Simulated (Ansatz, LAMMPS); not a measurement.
# Glassy 70SiO2-25ZnO-5Cr2O3 (mol %) (57 atoms): geometry optimisation, part 3 of 3

Wanted: the relaxed structure of glassy 70SiO2-25ZnO-5Cr2O3 (mol %) (57 atoms) and its electronic structure.

Ansatz 0.2.0; Kohn-Sham DFT, PBE, PAW (set soft_2), plane waves.

The cell: 14 Si, 5 Zn, 2 Cr and 36 O. The quench rate of 10 K/ps is many orders above laboratory rates. The network of bonds at the start is that of the classical potential that made the cell. Without a Hubbard term or exact exchange, open shells on Cr are likely too delocalised.

So far, density (g/cm³): step 5 (structure statistics after relaxation) 3.04.

## 6. Single point at the relaxed geometry

The electronic structure is read at the final geometry, in a run of its own.

The input, input.yaml:

```yaml
crystal:
  lattice:
    - [9.14206, 0.0, 0.0]
    - [0.0, 9.14206, 0.0]
    - [0.0, 0.0, 9.14206]
  atoms:
    - { symbol: Si, position: [0.94911, 0.54642, 0.13508] }
    - { symbol: Si, position: [0.58066, 0.29554, 0.96591] }
    - { symbol: Si, position: [0.05414, 0.25261, 0.0071] }
    - { symbol: Si, position: [0.83983, 0.75164, 0.65021] }
    - { symbol: Si, position: [0.69793, 0.62391, 0.93572] }
    - { symbol: Si, position: [0.70995, 0.27673, 0.53592] }
    - { symbol: Si, position: [0.51499, 0.33479, 0.29967] }
    - { symbol: Si, position: [0.04292, 0.05464, 0.29043] }
    - { symbol: Si, position: [0.29978, 0.3585, 0.80154] }
    - { symbol: Si, position: [0.18918, 0.7805, 0.13558] }
    - { symbol: Si, position: [0.50058, 0.83608, 0.13015] }
    - { symbol: Si, position: [0.95948, 0.49932, 0.4631] }
    - { symbol: Si, position: [0.41389, 0.87375, 0.59003] }
    - { symbol: Si, position: [0.21311, 0.28363, 0.4724] }
    - { symbol: Zn, position: [0.11023, 0.95365, 0.79424] }
    - { symbol: Zn, position: [0.51937, 0.54958, 0.64491] }
    - { symbol: Zn, position: [0.8258, 0.08294, 0.788] }
    - { symbol: Zn, position: [0.3204, 0.73212, 0.82937] }
    - { symbol: Zn, position: [0.50934, 0.03008, 0.87478] }
    - { symbol: Cr, position: [0.61894, 0.68347, 0.38697], spin: -3.0 }
    - { symbol: Cr, position: [0.68839, 0.99767, 0.41804], spin: -3.0 }
    - { symbol: O, position: [0.3521, 0.52888, 0.78062] }
    - { symbol: O, position: [0.9112, 0.88238, 0.74386] }
    - { symbol: O, position: [0.59113, 0.36407, 0.62639] }
    - { symbol: O, position: [0.18492, 0.35207, 0.93578] }
    - { symbol: O, position: [0.09305, 0.16039, 0.15241] }
    - { symbol: O, position: [0.36058, 0.29973, 0.37633] }
    - { symbol: O, position: [0.12256, 0.43571, 0.43761] }
    - { symbol: O, position: [0.24162, 0.86744, 0.64538] }
    - { symbol: O, position: [0.64997, 0.45405, 0.93144] }
    - { symbol: O, position: [0.87252, 0.03603, 0.32132] }
    - { symbol: O, position: [0.86297, 0.36577, 0.52651] }
    - { symbol: O, position: [0.11015, 0.61885, 0.13848] }
    - { symbol: O, position: [0.74203, 0.80936, 0.51049] }
    - { symbol: O, position: [0.11339, 0.89353, 0.24874] }
    - { symbol: O, position: [0.68557, 0.15768, 0.92889] }
    - { symbol: O, position: [0.43877, 0.25685, 0.85732] }
    - { symbol: O, position: [0.88762, 0.55303, 0.30583] }
    - { symbol: O, position: [0.57014, 0.50146, 0.32575] }
    - { symbol: O, position: [0.74389, 0.11222, 0.59565] }
    - { symbol: O, position: [0.84307, 0.64921, 0.034] }
    - { symbol: O, position: [0.56742, 0.72354, 0.00227] }
    - { symbol: O, position: [0.12683, 0.1335, 0.43202] }
    - { symbol: O, position: [0.35693, 0.74674, 0.19055] }
    - { symbol: O, position: [0.72564, 0.65877, 0.75997] }
    - { symbol: O, position: [0.94044, 0.38164, 0.06541] }
    - { symbol: O, position: [0.51027, 0.29992, 0.12756] }
    - { symbol: O, position: [0.19047, 0.83127, 0.96199] }
    - { symbol: O, position: [0.24298, 0.28325, 0.65021] }
    - { symbol: O, position: [0.95699, 0.63345, 0.58208] }
    - { symbol: O, position: [0.62627, 0.84507, 0.26069] }
    - { symbol: O, position: [0.45824, 0.70589, 0.518] }
    - { symbol: O, position: [0.49412, 0.86574, 0.75342] }
    - { symbol: O, position: [0.64528, 0.22851, 0.37062] }
    - { symbol: O, position: [0.48223, 0.99386, 0.48321] }
    - { symbol: O, position: [0.45634, 0.99165, 0.06956] }
    - { symbol: O, position: [0.01117, 0.13746, 0.87561] }
magnetization:
  spin_polarized: true
kpoints:
  mp_grid: { grid: [2, 2, 2] }
hamiltonian:
  xc: pbe
scf:
  occupations: { method: fermi_dirac, width: 0.025 }
output:
  forces: true
  stress: true
  populations: intrinsic
  dos:
    method: { smearing: { sigma: 0.1 } }
    de: 0.1
    projected: { site_lists: { Cr: [Cr], O: [O], Si: [Si], Zn: [Zn] } }
  eigenvalues: true
  write_density: true
  write_potential: true
  volumetric_format: npy
```

The run is started by

```sh
$ ansatz run input.yaml --threads 8 --pin off --max-ram 15872MiB --backend cpu --events-out ev --progress --plain --runs-dir out
```

Numbers of over 12 decimals in the logs are rounded to 6 here.

What it wrote:

```text
[...]
Crystal: 57 atoms, lattice volume = 764.068 Å³
Basis set: ecut = 420 eV, 14939 PW (Γ), exchange–correlation on 128×128×128 points (8 copies of the dense FFT grid, shifted against one another)
Bands: 240, of which v1, the nominal top of the filled ones, is band 180 counted from 1 (179 counted from 0)
Symmetry: 1 space group operations
[...]
k-points: 8
[...]
Starting moments: Σ|m| = 6 μB on 2 of 57 sites
[...]
SCF iter   1: F=—  HF=-52752.866348 eV  |F-HF|=—  |Δ(HF+E_count)|=         —  Δρ=5.93e-2 (↑5.44e-2 ↓5.93e-2)  dr2=9.13e1  dr2_m=1.10e0  M=-6.000 μB ∫|m|=6.522 μB  β_m=0.30  ethr=3.10e-3  ⟨swp⟩=6.6  Hψ=16468  notcnv=0  defer=218
[...]
SCF iter  22: F=-52724.016108 eV  HF=-52724.016108 eV  |F-HF|=2.10e-8  |Δ(HF+E_count)|=   1.91e-8  Δρ=1.02e-6 (↑1.02e-6 ↓8.26e-7)  dr2=2.98e-8  dr2_m=2.66e-10  M=-0.000 μB ∫|m|=6.193 μB  ethr=5.86e-12  ⟨swp⟩=16.6  Hψ=31821  notcnv=0
SCF 1 converged in 22 iterations: F = -52724.016108 eV  dr2 = 2.98e-8
[...]
SCF converged after 22 iterations
Magnetization: -0.0000 μB (180.0000 up, 180.0000 down)
Absolute magnetization: 6.2095 μB (∫|ρ↑−ρ↓|, with the PAW one-centre terms)
[...]
Per-site moments (μB) at R_I (Å): [(-0.000183, 0.666019), (-2.7147235159674647e-5, 0.665090), (-7.376189311304302e-7, 0.665399), (1.8513641442846213e-5, 0.663509), (-2.7011501407142717e-5, [...]
Free energy (F): -52724.016108 eV
[...]
Internal energy: -52724.016108 eV  (E = F + TS)
E sigma→0 (E₀):  -52724.016108 eV
Entropy (-TS):   -0.000000 eV (-0.000 meV/atom)
Fermi energy:    5.468404 eV
[...]
--- Forces (eV/Å), atoms counted from 1 ---
  atom   1  Si     0.00049364    -0.00271551     0.00627866
  atom   2  Si     0.00350584     0.00664750    -0.00651968
  atom   3  Si    -0.00563519     0.00565998     0.00055723
  atom   4  Si    -0.00099062     0.00300174     0.00232345
  atom   5  Si    -0.00158117    -0.00825851    -0.00435107
  atom   6  Si    -0.00373910     0.00591860     0.00598248
  atom   7  Si    -0.00097516    -0.00244041     0.00029176
  atom   8  Si    -0.00643866     0.00061263     0.00295588
  atom   9  Si     0.00096317     0.00225274     0.00284885
  atom  10  Si     0.00157443    -0.00805219    -0.00087665
  atom  11  Si    -0.00342747     0.00785819    -0.00620960
  atom  12  Si    -0.00248837    -0.00111244    -0.00527666
  atom  13  Si    -0.00043676    -0.00769948    -0.00083237
  atom  14  Si     0.00277263     0.00838347    -0.00147745
[...]
atom  56  O     -0.00107492    -0.00178109     0.00034335
  atom  57  O     -0.00070652     0.00161016     0.00118005
  max |Σ_I F_I| component: 4.42e-5 eV/Å
--- Stress (GPa, compression-positive) ---
        2.412741      -0.057657       1.041766
       -0.057657       0.077235      -2.087693
        1.041768      -2.087692       0.540551
  P = ⅓ Tr σ = 1.0102 GPa (10.102 kbar)
--- Band table (eV; the first three rows and the last of 16) ---
[...]
--- intrinsic populations: 57 sites ---
  site symbol       q [e]    m [muB]
     0     Si      2.2420    -0.0006
     1     Si      2.2864    -0.0000
     2     Si      2.2620    -0.0000
[...]
56      O      7.1154     0.0000
  spilling = -0.000000 (of n_electrons = 360.000000)
```

The job ended after 31 s (8 threads of AMD EPYC 9R45, shared host; peak memory 7.9 GiB; 4 min of CPU time).

Numbers from this run:

```
free energy                                      : -52724.0161 eV
free energy per atom                             : -924.9827 eV/atom
SCF cycles                                       : 22
pressure                                         : 1.01 GPa
r.m.s. force component                           : 0.00365 eV/Å
longest force                                    : 0.01882 eV/Å
Fermi energy                                     : 5.468 eV
gap (highest filled to lowest empty level) : 0.8719 eV
absolute moment                                  : 6.21 μB
```

Intrinsic-atomic-orbital charges by element and coordination:

```
element  coordination  atoms  mean charge (e)  spread  least    most
     Cr           all      2             1.25    0.05   1.20    1.30
     Cr             4      1             1.20       0   1.20    1.20
     Cr             6      1             1.30       0   1.30    1.30
      O           all     36           -0.941  0.0979  -1.12  -0.792
      O             2     22           -0.903   0.052  -1.06  -0.851
      O             3     14            -1.00   0.120  -1.12  -0.792
     Si           all     14             1.71  0.0517   1.57    1.77
     Zn           all      5             1.48   0.006   1.47    1.49
```

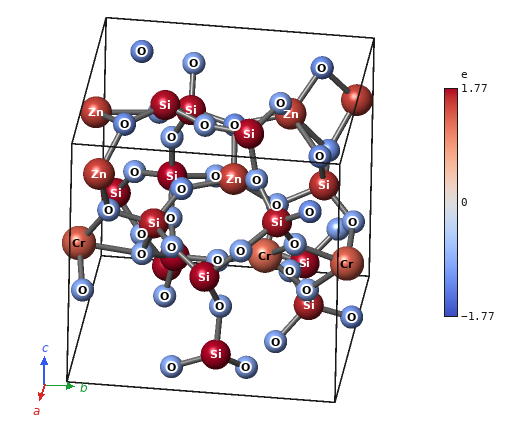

Atoms coloured by intrinsic-atomic-orbital charge. Bonds to atoms that aren't drawn are left out. Some periodic images of atoms are drawn too.

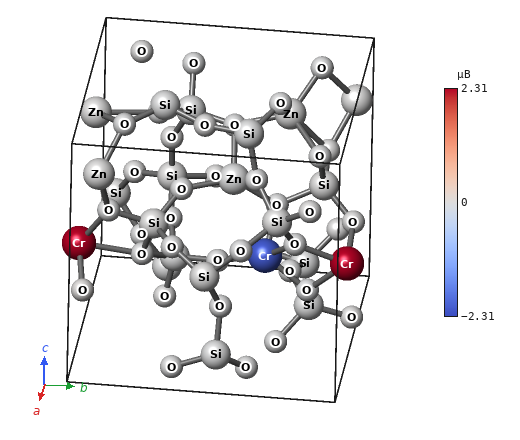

Atoms coloured by their magnetic moment. Bonds to atoms that aren't drawn are left out. Some periodic images of atoms are drawn too.

Magnetic moments by element and coordination:

```
element  coordination  atoms  mean moment (μB)  spread    least    most
     Cr           all      2            0.0867    2.23    -2.14    2.31
     Cr             4      1             -2.14       0    -2.14   -2.14
     Cr             6      1              2.31       0     2.31    2.31
      O           all     36           -6.0e-4  0.0081  -0.0209   0.036
      O             2     22            0.0012  0.0086  -0.0129   0.036
      O             3     14           -0.0035  0.0062  -0.0209  0.0023
     Si           all     14                 0  7.0e-4  -0.0017  0.0013
     Zn           all      5           -7.0e-4  0.0015  -0.0038  2.0e-4
```

States in the cell by windows of 1 eV, zero at the Fermi level; the larger projections on atomic orbitals stand beside the total:

```
from (eV)  to (eV)  total up  total down   O p  Zn d  Si p  Cr d
      -14      -12       0.0         0.0   0.0   0.0   0.0   0.0
      -12      -11       2.0         2.0   2.7   0.0   0.1   0.0
      -11      -10       3.4         3.4   4.5   0.1   0.4   0.0
      -10       -9       4.4         4.4   6.0   0.2   0.8   0.0
       -9       -8       9.7         9.9  13.2   2.1   2.5   0.2
       -8       -7      17.3        17.3  17.0  13.3   2.9   0.3
       -7       -6      20.1        20.0  14.0  22.4   1.4   0.6
       -6       -5      19.2        19.4  27.9   5.2   2.1   1.1
       -5       -4      20.8        20.8  34.8   2.8   1.3   0.8
       -4       -3      22.2        22.3  39.3   2.4   0.8   0.6
       -3       -2      13.2        12.5  23.2   1.1   0.4   0.5
       -2       -1       1.5         2.8   1.9   0.1   0.0   2.1
       -1        0       2.0         1.2   0.9   0.0   0.1   2.1
        0        1       0.2         1.9   0.5   0.0   0.0   1.3
        1        2       5.6         1.4   0.9   0.0   0.1   4.8
        2        3       2.9         4.6   1.0   0.0   0.3   3.7
        3        4       2.5         3.4   0.9   0.0   0.5   0.7
        4        5       3.7         3.9   0.8   0.0   1.4   0.1
```

Between -26 and -14 eV lie 72 more states.

About 16 of the 360 electrons lie in deeper levels, below the stored range.

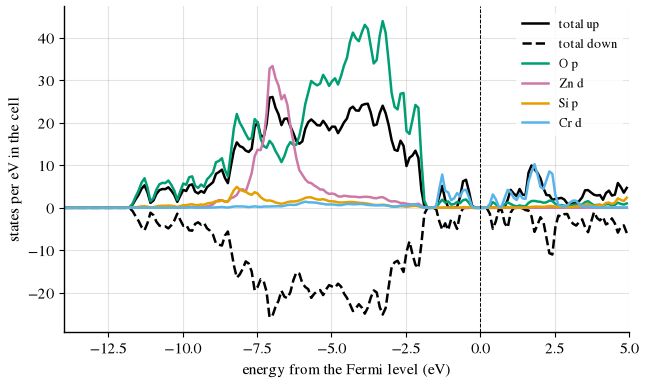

Total and projected density of states, with the broadening of the input. Down spins are drawn downwards.

The levels nearest the highest filled one (over half full), pooled over k-points and spins:

```
level less the highest filled one (eV)  occupation
                               -0.0101           1
                                -0.008           1
                               -0.0078           1
                               -0.0066           1
                               -0.0028           1
                                     0           1
                                 0.872           0
                                 0.872           0
                                 0.875           0
                                 0.876           0
                                 0.879           0
                                 0.881           0
```

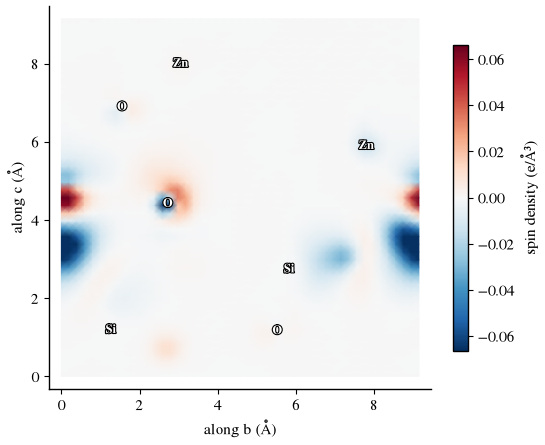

Spin density in the bc plane at fractional x = 0.501, with atoms of Si and Zn and O within 0.2 Å of it. The map starts off the cell's origin, so that atoms lie inside it.

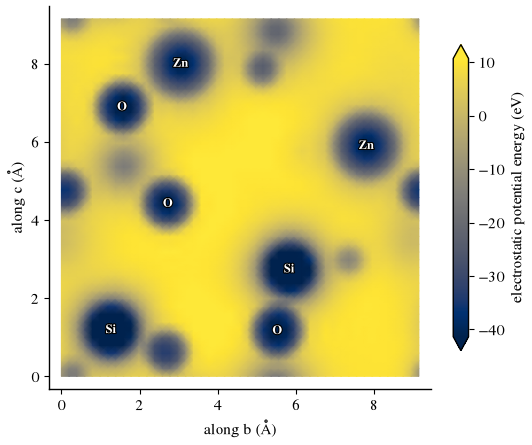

Electrostatic potential energy in the bc plane at fractional x = 0.501, with atoms of Si and Zn and O within 0.2 Å of it. With pseudopotentials it is smooth inside the atoms' cores, unlike the true potential. The map starts off the cell's origin, so that atoms lie inside it.

Mean intrinsic-atomic-orbital charges: Cr +1.25, O -0.94, Si +1.71, Zn +1.48 e. The cell holds a total moment of -4.0e-8 μB, from site moments of up to 2.3 μB that point both ways; no search proves this magnetic order the lowest. The largest share in the top eV of filled states is Cr d (71 % of the projected weight), and in the lowest eV of empty states Cr d (69 % of the projected weight).

A closer look about Cr21, one of the 2 Cr atoms: 10 atoms, nearest first, numbered in the order of the input, with positions taken from that point.

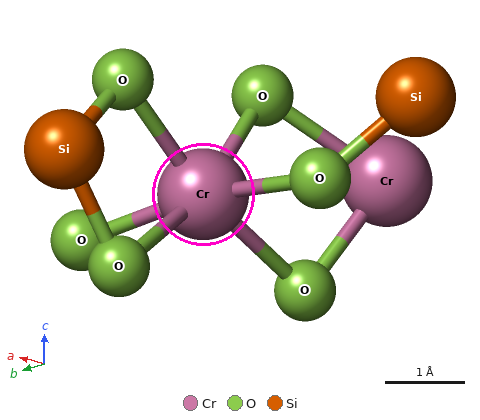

The atoms of the table, within 3.2 Å (arrows a, b, c point along x, y, z); some may hide others; the central atom is ringed.

```
atom      x      y      z  distance (Å)  bonds  intrinsic-atomic-orbital charge (e)  moment (μB)
Cr21   0.00   0.00   0.00          0.00      6                                 1.30         2.31
 O31   1.68   0.35  -0.88          1.93      2                                -0.90         0.04
 O55  -1.88  -0.03   0.60          1.98      2                                -0.90         0.01
 O34   0.49  -1.72   0.85          1.98      3                                -0.83        -0.01
 O40   0.51   1.05   1.62          2.00      3                                -0.98         0.00
 O51  -0.57  -1.40  -1.44          2.08      3                                -0.79        -0.02
 O54  -0.39   2.11  -0.43          2.19      3                                -0.86        -0.01
 Si6   0.20   2.55   1.08          2.78      4                                 1.67         0.00
Cr20  -0.63  -2.87  -0.28          2.96      4                                 1.20        -2.14
Si13  -2.51  -1.13   1.57          3.17      4                                 1.57         0.00
```

The column of bonds counts only the pairs O-Si within 2.08 Å, O-Zn within 2.50 Å, O-Cr within 2.58 Å; other neighbours, such as metal atoms beside each other in a compound, aren't counted, and periodic images can show an atom twice.

## 7. Summary of results

- energy change in the relaxation: -77.39 meV/atom
- r.m.s. displacement: 0.271 Å
- largest displacement: 0.574 Å
- free energy per atom: -924.9827 eV/atom
- pressure: 1.01 GPa
- r.m.s. force component: 0.00365 eV/Å
- gap (highest filled to lowest empty level): 0.8719 eV
- wall time of the 3 DFT runs: 3.5 min

What this shows: Relaxation lowers the energy by 77.4 meV/atom and moves atoms by 0.27 Å r.m.s.; the r.m.s. force component goes from 1.6 to 0.0037 eV/Å, the pressure goes from 4.1 to 1.0 GPa, and the gap from 0.802 to 0.872 eV. By the final cutoffs 1 of 87 bonded pairs parted and 0 joined. From the first step to the last the energy fell by 4.411 eV, and the largest move was 0.57 Å (Cr20). The O-Cr bonds change most in mean length: from 2.073 Å (spread 0.142) to 1.972 Å (spread 0.101), and their number from 11 to 10. With the cutoffs above, 50 % of Cr atoms have 4 and as many 6, 61 % of O atoms have 2, all Si atoms have 4 and all Zn atoms have 4 bonded neighbours. Counting bonds to Si alone, not to Cr and Zn, 56 % of the oxygens join two of these atoms and 44 % one. The highest filled and lowest empty levels differ by 0.872 eV (on the run's k-points); a semilocal functional tends to put such gaps too low. In a disordered cell it changes from sample to sample, and tail or defect levels can set it. The cell holds a total moment of -4.0e-8 μB, from site moments of up to 2.3 μB that point both ways; no search proves this magnetic order the lowest.

Caveats: The network of bonds at the start is that of the classical potential that made the cell; in DFT 1 of its 87 bonded pairs passed out of the cutoffs and 0 came within them. The run was spin polarised, started with 2 parallel moments, ending at 0.0 μB in the cell; that starting order needn't be the real material's, and it bears on forces, charges and levels. With open d shells in the cell, the gap can be one between d levels of these ions, not the gap of the host.

[Logs are printed without paths, hosts, clocks, repeated set-up lines and the standing remarks that a program may print on its own settings, such as how far it seeks lower states.]

[Hosts, paths, dates, database ids (printed as entryN), source tags and the programs' standing remarks are cut or masked in the printed files.]
